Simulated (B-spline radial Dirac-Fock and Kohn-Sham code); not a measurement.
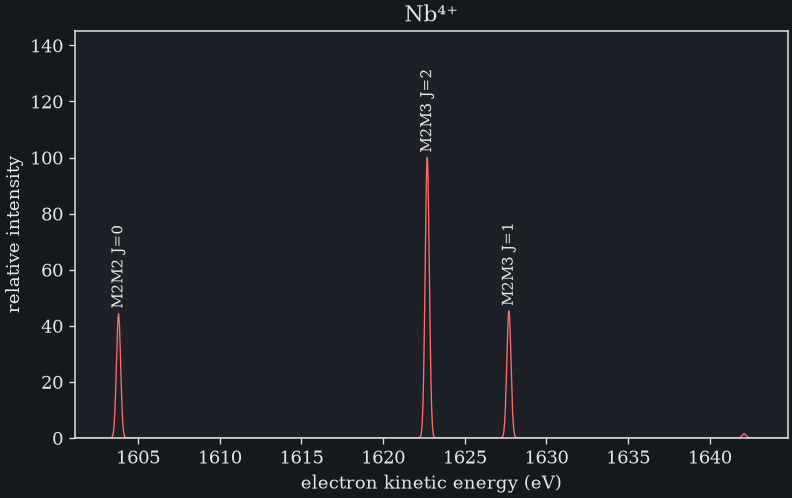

Figure. The Auger multiplet of an L2 hole with both final holes in M23, lines labelled by the leading pair of holes and J, broadened by 0.30 eV full width. Kinetic energies count from the vacuum level; very weak lines are left out. Lines are named by their largest jj component, which in light atoms can differ from the customary names. System: niobium in charge state +4 (Nb⁴⁺) in the configuration [Kr] 4d1. Method: Dirac–Fock ΔSCF energies in intermediate coupling of the two holes, Coulomb rates, valence shells as spectators (computed with a B-spline radial atomic code).

What can be read from it?

The strongest line is L2-M2M3 J=2 at 1.6227 keV (52 % of the multiplet), followed by L2-M2M3 J=1 at 1.6277 keV (24 %), L2-M2M2 J=0 at 1.6038 keV (23 %), L2-M3M3 J=2 at 1.6421 keV (0.76 %). The lines shown span 1.604 keV to 1.642 keV.
